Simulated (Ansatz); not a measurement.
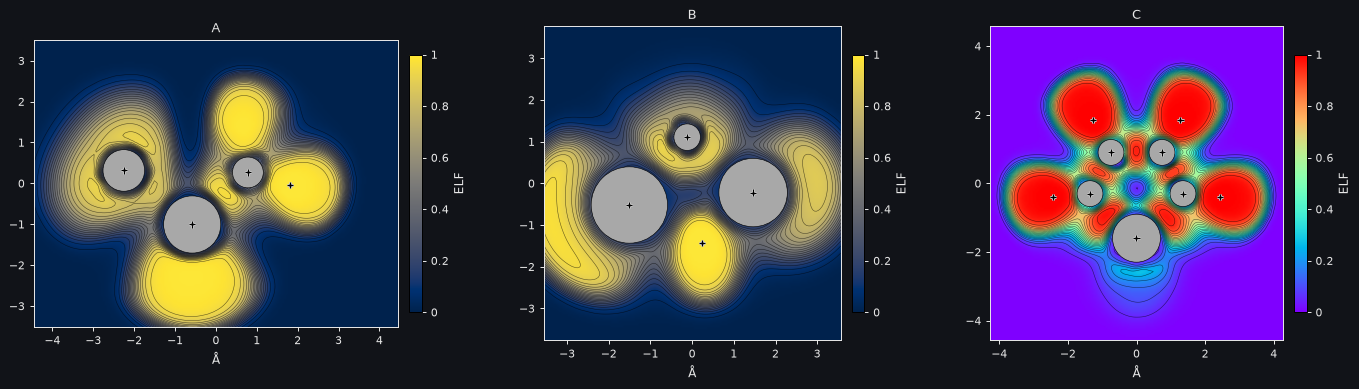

The ELF of 3 systems, each on a plane through atoms (crosses mark nuclei in the plane; grey discs cover the cores).

These are results of isolated molecule in a Gaussian basis; Kohn-Sham density functional theory, functional PBE0 in Ansatz, not measurements.

System 1: GaGeH3N (doublet), the plane of atoms N3, Ge2 and H6. Geometry: B3LYP/6-31G*.

```xyz
6

Ga   -0.4054    2.1029   -1.4694
Ge   -0.5670    2.6541    1.4592
N    -1.2882    1.1555    0.2324
H    -0.9259    0.2340    0.4738
H    -2.3053    1.0924    0.2359
H     0.0818    3.3018    0.0159
```

System 2: CH2ClSi (SMILES C=[Si]Cl) (doublet), the plane of atoms C1, Si3 and Cl2. Geometry: B3LYP/6-31G*.

```xyz
5

C     0.1842    0.3655    0.7693
Cl    0.8238   -2.1665   -0.7799
Si    0.0263   -0.2014   -1.0004
H     0.2810   -0.2925    1.6348
H     0.0319    1.4153    1.0309
```

System 3: C4H6OSi (SMILES O[SiH]1C=CC=C1), the plane of atoms C2, C1 and H9. Geometry: PBE0-D3(BJ)/def2-SVP.

```yaml
atoms:
  - { symbol: C, position_ang: [-2.6912, -1.0728, 0.2938] }
  - { symbol: C, position_ang: [-1.8852, -1.7735, -0.5285] }
  - { symbol: C, position_ang: [-0.9031, -0.9983, -1.3323] }
  - { symbol: C, position_ang: [-0.9014, 0.3399, -1.1708] }
  - { symbol: O, position_ang: [-1.8472, 1.6092, 1.4051] }
  - { symbol: Si, position_ang: [-2.2744, 0.7421, 0.0465] }
  - { symbol: H, position_ang: [-1.1290, 1.2416, 1.9286] }
  - { symbol: H, position_ang: [-3.3867, 1.5260, -0.5566] }
  - { symbol: H, position_ang: [-3.4490, -1.5533, 0.9161] }
  - { symbol: H, position_ang: [-1.9227, -2.8640, -0.6338] }
  - { symbol: H, position_ang: [-0.2322, -1.5296, -2.0173] }
  - { symbol: H, position_ang: [-0.2231, 0.9930, -1.7238] }
```

Question: Which map belongs to which system?

Answer: Panel A is system 2, CH2ClSi: the plane holds C, Cl, Si and H. C–Si (1.86 Å): the ELF peaks at about 0.95 between the atoms; a covalent bond. Panel B is system 1, GaGeH3N: the plane holds Ga, Ge, N and H. Ga1···H6 (1.97 Å): the ELF climbs to about 1 towards the hydrogen. Panel C is system 3, C4H6OSi: the plane holds C, Si and H. C–C (1.35 Å): the ELF peaks at about 0.90 between the atoms: localised, covalent bonding.
